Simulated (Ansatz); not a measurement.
# Run report: C$_{3}$H$_{11}$ClSi$_{2}$, phonon calculation

The run: phonon calculation of C$_{3}$H$_{11}$ClSi$_{2}$. Method and program: RKS PBE0/STO-3G (Ansatz 0.2.0).

It belongs to a series of runs on one base structure; here: vibrations at the highest image of the band. Figures and captions count atoms from 1; the log counts them from 0 in places.

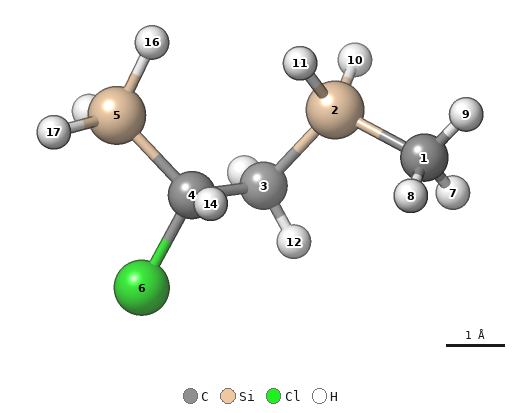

Fig. 1: The structure (ball-and-stick view, seen on its broad side; atoms are numbered from 1 in the order of the input).

**Key numbers**

- outcome: converged
- total energy: −31198.5663 eV
- mean-field energy: −31198.5663 eV
- largest force (length of the vector): 0.003 eV/Å
- hardware: 1 thread of Arm Neoverse V2, 24 GiB of memory available, shared host
- wall time: 4.5 min
- peak memory: 0.15 GiB

**Input**
```yaml
crystal:
  periodic: [false, false, false]
  atoms:
    - { symbol: C, position_ang: [-2.400041, -1.372915, -0.451602] }
    - { symbol: Si, position_ang: [-0.602624, -1.283066, 0.047395] }
    - { symbol: C, position_ang: [0.268301, 0.107036, -0.89485] }
    - { symbol: C, position_ang: [0.609653, 1.339372, -0.025539] }
    - { symbol: Si, position_ang: [2.074308, 1.130604, 1.156045] }
    - { symbol: Cl, position_ang: [1.01261, 2.779456, -1.136468] }
    - { symbol: H, position_ang: [-2.505061, -1.573498, -1.521887] }
    - { symbol: H, position_ang: [-2.919573, -0.4344, -0.236656] }
    - { symbol: H, position_ang: [-2.917496, -2.171118, 0.089029] }
    - { symbol: H, position_ang: [0.053083, -2.536064, -0.246517] }
    - { symbol: H, position_ang: [-0.509006, -1.042754, 1.468256] }
    - { symbol: H, position_ang: [-0.390433, 0.430473, -1.711914] }
    - { symbol: H, position_ang: [1.184624, -0.269572, -1.366831] }
    - { symbol: H, position_ang: [-0.289469, 1.677847, 0.51717] }
    - { symbol: H, position_ang: [3.250061, 0.806639, 0.387103] }
    - { symbol: H, position_ang: [1.79131, 0.055884, 2.077024] }
    - { symbol: H, position_ang: [2.270854, 2.355576, 1.890343] }
basis:
  gaussian: { orbitals: STO-3G }
hamiltonian:
  xc: pbe0
phonons: {}
```

Launched with:
```bash
ansatz run input.yaml --threads 1 --pin off --max-ram 2048MiB --backend cpu --events-out ev --progress --plain --runs-dir out
```

**The program's output**
```
Engine: ansatz 0.2.0, aarch64-unknown-linux-gnu
Functional definition: PBE0
  parameter a = 0.25
  parameter kappa = 0.804
  parameter beta = 0.06672455060314922
  exchange = (1 - a)*pbe_x(kappa = kappa, mu = beta*pi^2/3) + a*exact_x
  correlation = pbe_c(beta = beta)
733 factors; integrals over basis functions are off by at most 1.3e-5 eV
mean field evaluation 1: about -31196.8401 eV, gradient 2.2e1 eV
mean field evaluation 2: about -31197.4032 eV, gradient 1.9e1 eV
mean field evaluation 4: about -31198.6200 eV, gradient 3.7e-1 eV
mean field evaluation 8: about -31198.5663 eV, gradient 9.6e-3 eV
mean field -31198.56630633 eV, -1146.5261646098 hartree, gradient 7.1e-6 eV, S^2 0.000000; 0 other end points of the search recorded, 0 dependent functions left out
the calculation of the forces begins
reference -31198.56632828 eV, -1146.5261654164 hartree; 37, 37 occupied and 16, 16 virtual orbitals, 733 factors
these checks for a lower state are left out or cut short: stability, starts, cluster_reference, orbital_swaps, neighbouring_geometries, increment
733 factors; integrals over basis functions are off by at most 1.3e-5 eV
mean field evaluation 16: about -31198.5661 eV, gradient 7.7e-2 eV
mean field -31198.56614096 eV, -1146.5261585325 hartree, gradient 1.8e-6 eV, S^2 0.000000; 0 other end points of the search recorded, 0 dependent functions left out
[... from here on the field's lines of each further geometry are left out, up to the last ...]
the calculation of the forces begins
reference -31198.56629800 eV, -1146.5261643038 hartree; 37, 37 occupied and 16, 16 virtual orbitals, 733 factors
these checks for a lower state are left out or cut short: stability, starts, cluster_reference, orbital_swaps, neighbouring_geometries, increment
733 factors; integrals over basis functions are off by at most 1.3e-5 eV
mean field -31198.56628097 eV, -1146.5261636778 hartree, gradient 9.4e-6 eV, S^2 0.000000; 0 other end points of the search recorded, 0 dependent functions left out
the calculation of the forces begins
reference -31198.56630291 eV, -1146.5261644843 hartree; 37, 37 occupied and 16, 16 virtual orbitals, 733 factors
WARN: phonons: modes at or below zero, which the zero-point energy, F, S and C_V leave out: 1, the lowest at -47.61 cm⁻¹. A minimum has none, and a first-order saddle one
Total energy: -31198.56632828 eV, -1146.5261654164 hartree
Atom 0 at    -2.400041    -1.372915    -0.451602 Å, force     0.000149     0.000020    -0.000211 eV/Å
Atom 1 at    -0.602624    -1.283066     0.047395 Å, force    -0.000122     0.000551     0.000628 eV/Å
Atom 2 at     0.268301     0.107036    -0.894850 Å, force    -0.000876     0.000247    -0.000142 eV/Å
Atom 3 at     0.609653     1.339372    -0.025539 Å, force     0.001044    -0.000887    -0.000464 eV/Å
Atom 4 at     2.074308     1.130604     1.156045 Å, force     0.000890    -0.001185     0.003061 eV/Å
Atom 5 at     1.012610     2.779456    -1.136468 Å, force     0.000445     0.000511    -0.000683 eV/Å
Atom 6 at    -2.505061    -1.573498    -1.521887 Å, force     0.000068     0.000163     0.000086 eV/Å
Atom 7 at    -2.919573    -0.434400    -0.236656 Å, force     0.000060     0.000022     0.000078 eV/Å
Atom 8 at    -2.917496    -2.171118     0.089029 Å, force     0.000287    -0.000010     0.000337 eV/Å
Atom 9 at     0.053083    -2.536064    -0.246517 Å, force    -0.000067     0.000013     0.000007 eV/Å
Atom 10 at    -0.509006    -1.042754     1.468256 Å, force    -0.000018    -0.000976    -0.000085 eV/Å
Atom 11 at    -0.390433     0.430473    -1.711914 Å, force     0.000239     0.000311    -0.000180 eV/Å
Atom 12 at     1.184624    -0.269572    -1.366831 Å, force     0.000042     0.000270    -0.000082 eV/Å
Atom 13 at    -0.289469     1.677847     0.517170 Å, force    -0.000070    -0.000219     0.000061 eV/Å
Atom 14 at     3.250061     0.806639     0.387103 Å, force    -0.000729     0.000619    -0.001102 eV/Å
Atom 15 at     1.791310     0.055884     2.077024 Å, force    -0.000732    -0.000146    -0.000328 eV/Å
Atom 16 at     2.270854     2.355576     1.890343 Å, force    -0.000609     0.000693    -0.000980 eV/Å
Dipole moment:    -0.127576    -0.465645     0.303056 e Å
Vibrations: -47.61 71.73 121.00 136.87 163.73 209.83 232.79 288.33 330.37 560.84 630.98 710.72 769.28 778.95 801.36 848.96 867.33 909.89 996.57 1044.08 1051.66 1068.21 1107.79 1115.27 1124.96 1172.40 1256.97 1320.05 1402.52 1466.54 1533.79 1694.57 1709.32 1710.84 2687.62 2692.37 2728.90 2742.43 2751.27 3367.59 3392.95 3414.11 3501.22 3541.00 3542.05 cm⁻¹, zero-point energy 3.940839 eV
```

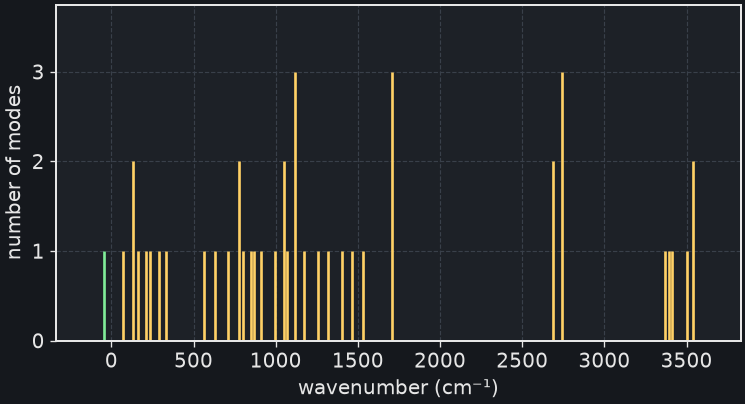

Fig. 2: Harmonic vibrational wavenumbers from the force constants; neighbouring modes closer than 16 cm⁻¹ are counted in one stick, and imaginary ones are drawn at negative wavenumbers. 45 modes from 48i to 3542 cm⁻¹, 1 imaginary beyond 8i (48i cm⁻¹): not a clean minimum; so soft a mode can be a shallow saddle, an incomplete relaxation or noise of the force constants.
